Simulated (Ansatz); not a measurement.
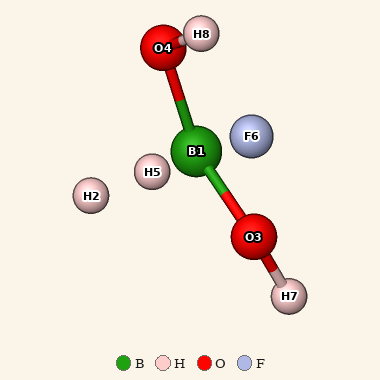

The system is the reacting system BFH₄O₂ (fragments BH₃O₂ + FH where the first distance is long, BFH₂O₂ + H₂ where the second is long); the picture shows the reference structure. Coordinates scanned: (1) distance B1–F6 (bond that forms); (2) distance B1–H2 (bond that breaks). Relaxed at each point: all other coordinates. The grid has 13 × 13 points. Points are written as (first, second). Energies are in kJ/mol, from a guessed transition structure relaxed with its forming and breaking bonds held. Energies and slopes of some neighbouring points disagree (a jump in structure or state, or too coarse a mesh). The reference is spin-restricted, so regions where a bond is pulled apart into radicals lie too high. Theory: RKS B3LYP-D4/def2-SVP in Ansatz.

Its coordinates:

```xyz
8

B    -0.0302    0.0729    0.1327
H     1.1739    0.6456   -0.5916
O    -1.2177    0.3641   -0.4608
O     0.2123    0.2438    1.4531
H     1.1832   -0.3315   -0.6840
F     0.6032   -1.3708   -0.4636
H    -1.3260   -0.0106   -1.3421
H    -0.5989    0.3866    1.9565
```

Range: distance B1–F6 (bond that forms) from 1.296 to 2.796 Å; distance B1–H2 (bond that breaks) from 1.035 to 2.835 Å.

Q: What landscape does the calculation give?

A: The lowest grid point is at (1.363 Å, 2.835 Å), −228 kJ/mol from a guessed transition structure relaxed with its forming and breaking bonds held. It lies in a valley that leaves the map towards separated partners. Other grid points that lie below all their neighbours: (1.363 Å, 1.116 Å) (107 kJ/mol higher). The highest grid point, (2.796 Å, 1.953 Å), lies 325 kJ/mol above the lowest.

```csv
"second ↓, first →",1.296,1.363,1.456,1.561,1.676,1.798,1.927,2.061,2.200,2.343,2.490,2.641,2.796
2.835,−226,−228,−208,−166,−112,−52,10,69,−4,−10,−13,−20,−20
2.649,−225,−227,−207,−165,−110,−50,12,71,−4,−10,−13,−13,−18
2.468,−223,−226,−205,−163,−108,−47,14,73,−3,−9,−11,−12,−16
2.291,−220,−222,−202,−160,−104,−44,18,76,0,−6,−9,−9,−11
2.119,−214,−216,−196,−154,−98,−38,23,79,5,−1,−4,−4,−5
1.953,−205,−207,−187,−145,−90,−30,29,81,96,95,95,95,97
1.792,−190,−192,−173,−132,−78,−20,34,55,51,48,46,45,46
1.638,−168,−172,−153,−113,−62,−9,19,11,4,−1,−4,−5,−5
1.491,−138,−142,−125,−88,−41,3,−19,−30,−39,−45,−50,−52,−52
1.353,−98,−104,−89,−56,−17,−46,−60,−72,−82,−89,−95,−98,−100
1.227,−45,−53,−41,−14,19,−64,−79,−91,−101,−109,−114,−118,−120
1.116,−118,−122,−106,−80,−36,−53,−69,−82,−92,−100,−105,−109,−110
1.035,−85,−88,−73,−46,−2,−20,−36,−49,−59,−67,−73,−76,−77
```

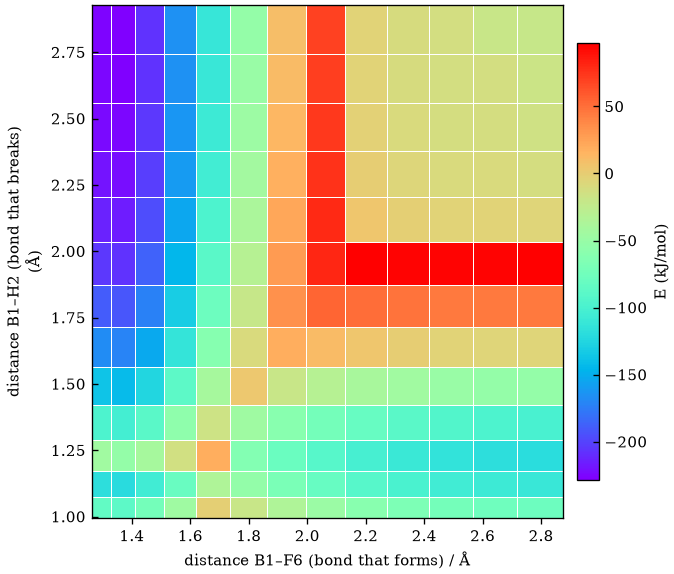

Drawn: one coloured cell a grid point.

Time for the 169 points that were run: 27 min on 1 thread of AMD EPYC 9R45 96-Core Processor (Zen 5), on a shared host.
